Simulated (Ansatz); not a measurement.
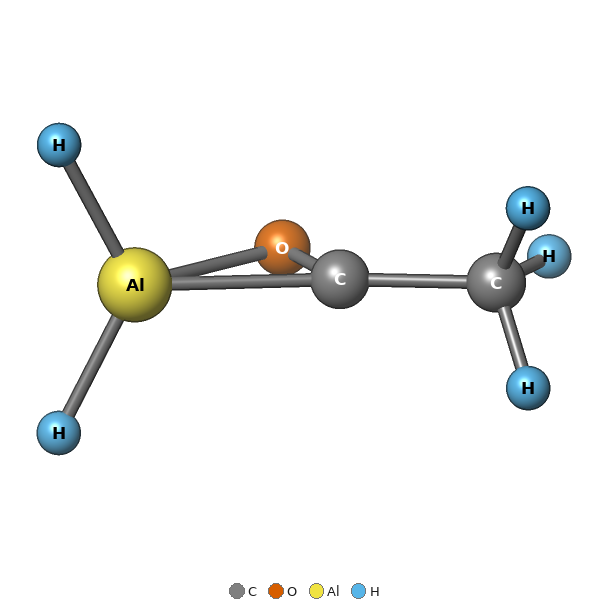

The geometry was computed by an optimisation with PBE0-D4/def2-TZVP. Program: Ansatz 0.2.0.

Tabulate HOMO–LUMO gap (eV), HOMO energy (eV), dipole (D) at these levels: B3LYP-D4/def2-TZVPP; PBE-D4/def2-TZVPP; r2SCAN-D4/def2-TZVPP; ωB97M-V/def2-TZVPP.

| level | HOMO–LUMO gap (eV) | HOMO energy (eV) | dipole (D) |
| --- | --- | --- | --- |
| B3LYP-D4/def2-TZVPP | 5.23 | −7.01 | 2.63 |
| PBE-D4/def2-TZVPP | 3.12 | −5.86 | 2.69 |
| r2SCAN-D4/def2-TZVPP | 3.60 | −6.10 | 2.74 |
| ωB97M-V/def2-TZVPP | 10.33 | −9.51 | 2.61 |
